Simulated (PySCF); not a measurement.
**C₃H₂ClFO, SMILES `O=C(Cl)/C=C/F`: what the electrons do**

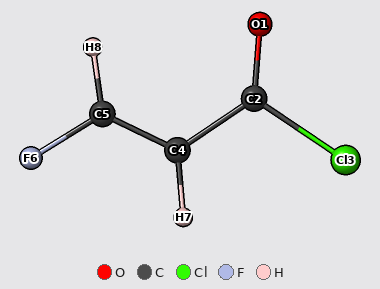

The molecule, with its atoms numbered as below. No frequency check shows the geometry to be a minimum.

Geometry (Å), atoms numbered from 1:

```
O1      -0.6795   -1.6080    0.0000
C2      -0.5888   -0.4221    0.0000
Cl3     -2.0389    0.5827    0.0000
C4       0.6244    0.3858    0.0000
C5       1.8141   -0.2121    0.0000
F6       2.9446    0.4747    0.0000
H7       0.5311    1.4600    0.0000
H8       1.9666   -1.2837    0.0000
```

### 1. Bonding charge

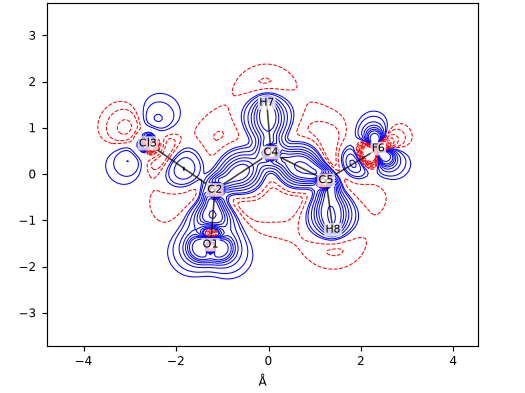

Deformation density (molecule less spherical, spin-averaged free atoms) in the molecular plane; contours at ±0.05 to ±0.8 e/Å³; solid blue lines: gain, dashed red lines: loss.

PySCF calculation, HF/6-311G**, gas phase; geometry: GFN2-xTB.

Describe the bonding that the map shows.

Answer. C5–H8: +0.84 e/Å³ at the bond critical point (bond length 1.08 Å, Mayer order 1.0). C4–C5: +0.80 e/Å³ at the bond critical point (bond length 1.33 Å, Mayer order 1.8). O1–C2: +0.77 e/Å³ at the bond critical point (bond length 1.19 Å, Mayer order 2.0). C4–H7: +0.74 e/Å³ at the bond critical point (bond length 1.08 Å, Mayer order 1.0). C2–C4: +0.68 e/Å³ at the bond critical point (bond length 1.46 Å, Mayer order 0.9). C2–Cl3: +0.30 e/Å³ at the bond critical point (bond length 1.76 Å, Mayer order 1.0). C5–F6: 0.01 e/Å³ at the bond critical point (bond length 1.32 Å, Mayer order 0.9); up to 0.6 Å beside the axis the gain reaches +0.33 e/Å³. In all, 2.2 electrons gather in the regions of gain relative to the promolecule. A small or negative value marks a very polar bond, one between electron-rich atoms, whose free-atom densities already overlap strongly, a long bond to a heavier atom, or a closed-shell contact such as a hydrogen bond.

### 2. Bond critical points

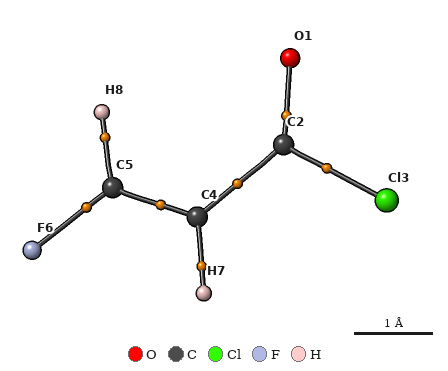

Molecular graph of the electron density (QTAIM): bond paths, bond critical points (orange), ring points (yellow, if any); weak paths are dashed.

How many critical points of each kind are there, and does the count close?

Answer. 8 nuclei, 7 bond, 0 ring and 0 cage critical points: 8 − 7 + 0 − 0 = 1, as the Poincaré–Hopf relation requires.

Tabulate density, Laplacian, ellipticity and energy density at the bond critical points (atomic units).

Answer.
| bond | length (Å) | ρ (a.u.) | ∇²ρ (a.u.) | ε | H (a.u.) |
| --- | --- | --- | --- | --- | --- |
| O1–C2 | 1.189 | 0.434 | +0.17 | 0.10 | −0.757 |
| C4–C5 | 1.331 | 0.355 | −1.19 | 0.52 | −0.461 |
| C5–H8 | 1.082 | 0.303 | −1.19 | 0.04 | −0.320 |
| C2–C4 | 1.458 | 0.292 | −0.90 | 0.14 | −0.295 |
| C4–H7 | 1.078 | 0.291 | −1.08 | 0.04 | −0.304 |
| C5–F6 | 1.323 | 0.264 | +0.55 | 0.25 | −0.348 |
| C2–Cl3 | 1.764 | 0.203 | −0.38 | 0.05 | −0.157 |

What kind of interaction is C2–Cl3?

Answer. Shared-shell (covalent): ρ = 0.203, ∇²ρ = −0.38, H = −0.157 a.u.

### 3. Local ionisation energy

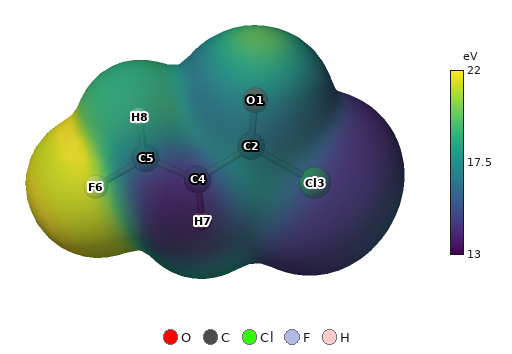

Average local ionisation energy on the surface of electron density 0.001 a.u.

Where are the most loosely bound electrons on this surface?

Answer. The lowest value is 13.1 eV, off the C4–C5 bond (2.1 to 2.3 Å from its atoms), and at like points elsewhere. Further minima include 14.1 eV, 2.1 Å from Cl3; 16.7 eV, near O1 (1.80 Å) and H8 (1.86 Å), and at like points elsewhere. For comparison, the highest occupied orbital lies at −11.5 eV.

### 4. In an electric field

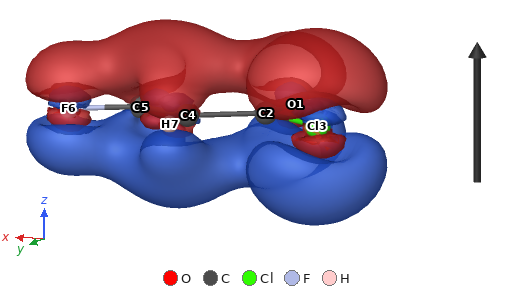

Change of the electron density in a uniform field of 0.51 V/Å along +z (arrow), surfaces at ±0.002 e/Å³ (blue: gain, red: loss).

Method: B3LYP/aug-cc-pVDZ; geometry: GFN2-xTB; program: PySCF.

The field was applied in both directions; the picture shows the one opposite to the script's first.

How large is the response?

Answer. The induced dipole is 0.93 D (along the field); α along this axis, from the fields in both directions, is 36 bohr³ (5.4 Å³).

### 5. The π system

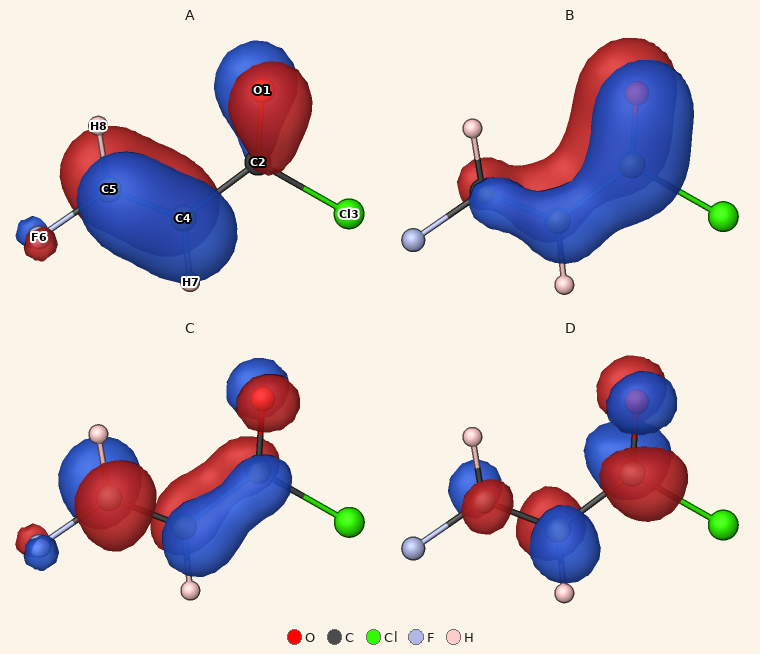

Natural orbitals of the π active space, CASSCF(4,4), singlet state, in random order.

PySCF calculation, def2-SVPD basis, gas phase; geometry: GFN2-xTB.

Which orbitals are strongly, which singly and which weakly occupied?

Answer. Strongly: B (1.94), A (1.91). Weakly: C (0.09), D (0.05). Broadly, orbitals with more nodes between bonded atoms hold fewer electrons.

How multiconfigurational is the state?

Answer. The leading determinant weighs 0.93; the effective number of unpaired electrons, Σ n²(2−n)², is 0.09; the most occupied of the weakly occupied orbitals holds 0.09 e, as in an ordinary closed-shell π system. The active space lowers the energy by 1.54 eV against Hartree–Fock.

Where does the lowest triplet lie relative to the singlet, at this geometry and within this active space?

Answer. 4.07 eV above it by strongly contracted NEVPT2 (+3.98 eV by CASSCF); a small basis tends to put such gaps a few tenths of an eV too high. This is a vertical energy for π states alone; a state that uses lone pairs or σ orbitals may lie lower.

### 6. Stretching a bond

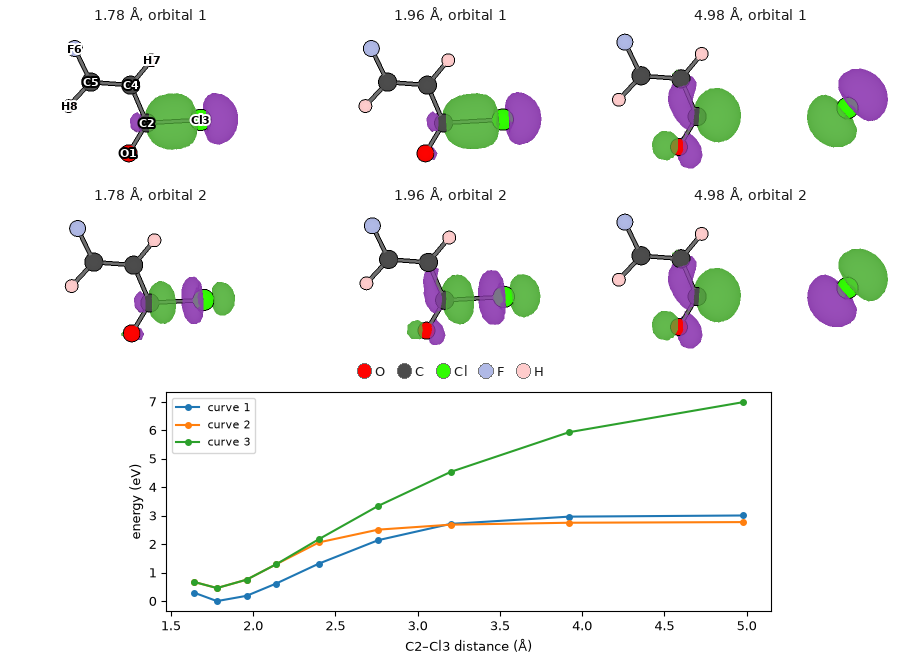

Rigid stretch of the C2–Cl3 bond. The two CASSCF(2,2) natural orbitals nearest half filling (orbital 1 the more occupied). Below: energies along the scan, from the lowest point of the three curves.

Level of theory: def2-SVP basis (PySCF), at a geometry from GFN2-xTB.

How do the occupations change along the stretch?

Answer. 1.78 Å: 1.97 and 0.03; 1.96 Å: 1.96 and 0.04; 4.98 Å: 1.02 and 0.98. At the longest distance computed (4.98 Å) they are 1.02 and 0.98, and the effective number of unpaired electrons is 2.0.

Which curve is which method?

Answer. Curve 1 is CASSCF(2,2). Curve 2 is UHF. Curve 3 is RHF. RHF rises too steeply because it keeps both electrons in one orbital and so mixes in ionic fragments.

Where does the UHF solution part from RHF?

Answer. Between 2.14 Å (⟨S²⟩ = 0, the two coincide) and 2.40 Å (⟨S²⟩ = 0.42); at 4.98 Å ⟨S²⟩ is 1.05 and UHF lies 4.2 eV below RHF.

How much energy does the stretch cost?

Answer. By CASSCF, 3.0 eV from the lowest point of the scan (1.78 Å) to 4.98 Å; RHF gives 6.5 eV from its own lowest point. The fragments aren't relaxed and dynamic correlation is missing, so this isn't a bond dissociation energy.

The PySCF runs shown took 6.2 s, 87 s, 2.4 min and 11 min on 1 thread of Intel(R) Xeon(R) Processor @ 2.50GHz (Skylake/Cascade Lake) (shared host).
